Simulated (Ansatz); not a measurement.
Read the following structure.

```cif
data_structure
_symmetry_space_group_name_H-M 'P 1'
_symmetry_Int_Tables_number 1
_cell_length_a 4.1914
_cell_length_b 4.1914
_cell_length_c 29.9287
_cell_angle_alpha 90.000
_cell_angle_beta 90.000
_cell_angle_gamma 120.000
_cell_volume 455.33
loop_
_atom_site_label
_atom_site_type_symbol
_atom_site_fract_x
_atom_site_fract_y
_atom_site_fract_z
_atom_site_occupancy
Bi1 Bi 0.66667 0.33333 0.73177 1
Bi2 Bi 0.66667 0.33333 0.93490 1
Se1 Se 0.00000 0.00000 0.00000 1
Se2 Se 0.33333 0.66667 0.88238 1
Se3 Se 0.00000 0.00000 0.78428 1
Bi3 Bi 0.33333 0.66667 0.06510 1
Bi4 Bi 0.33333 0.66667 0.26823 1
Se4 Se 0.66667 0.33333 0.33333 1
Se5 Se 0.00000 0.00000 0.21572 1
Se6 Se 0.66667 0.33333 0.11762 1
Bi5 Bi 0.00000 0.00000 0.39844 1
Bi6 Bi 0.00000 0.00000 0.60156 1
Se7 Se 0.33333 0.66667 0.66667 1
Se8 Se 0.66667 0.33333 0.54905 1
Se9 Se 0.33333 0.66667 0.45095 1
```

Q: Say what kind of structure these coordinates give.

A: Chemical formula Bi2Se3. It is rhombohedral (trigonal R), space group R-3m (No. 166). Content of the cell: 6 Bi, 9 Se (Z = 3). The polyhedra are BiSe6 octahedra; they share corners and edges. The coordination shell of Bi holds six Se in a distorted octahedral arrangement at 2.89 to 3.11 Å. Se takes two kinds of site: 3a with six Bi in a distorted octahedral arrangement at 3.11 Å; 6c with three Bi in a trigonal pyramidal arrangement at 2.89 Å. The bonds build Bi2Se3 layers parallel to (001).

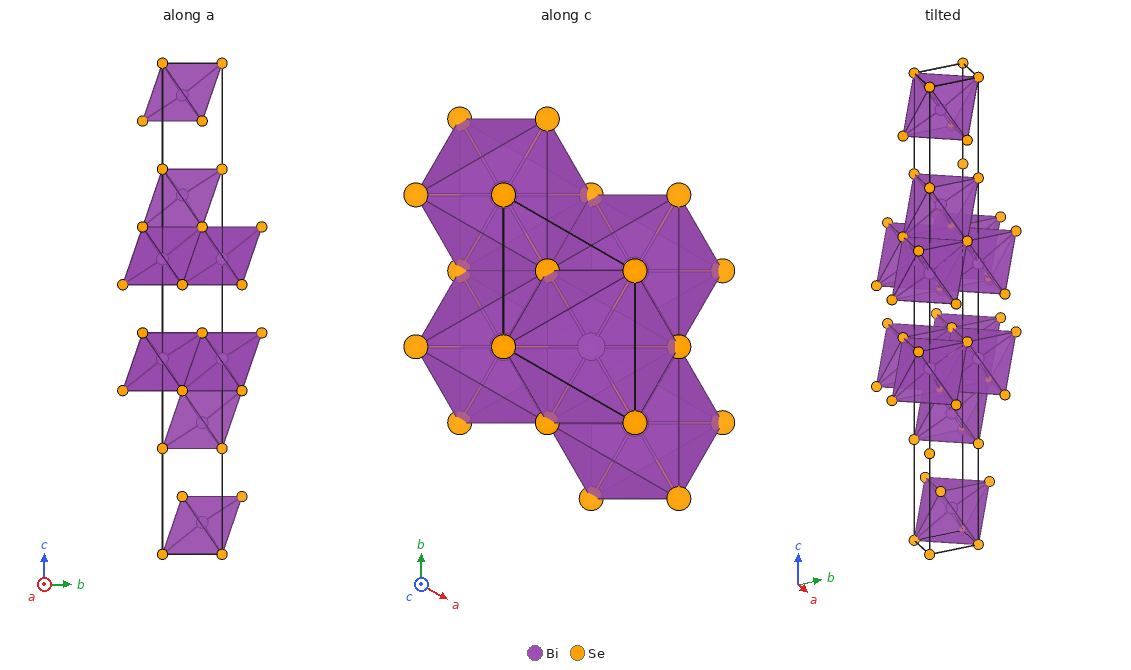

This polyhedral model is shown along the a axis, along the c axis and slightly off an axis. One conventional unit cell is outlined, and atoms on its boundary appear in each equivalent place. Some atoms of the next cells are drawn as well. Colours: bismuth purple, selenium orange.

Its origin is a structure listed in the Materials Project. Earlier steps of the study, as a rule a relaxation of our own, may have changed the cell and positions, so they can lie some per cent off the listed ones. A calculation with Ansatz used it as input.
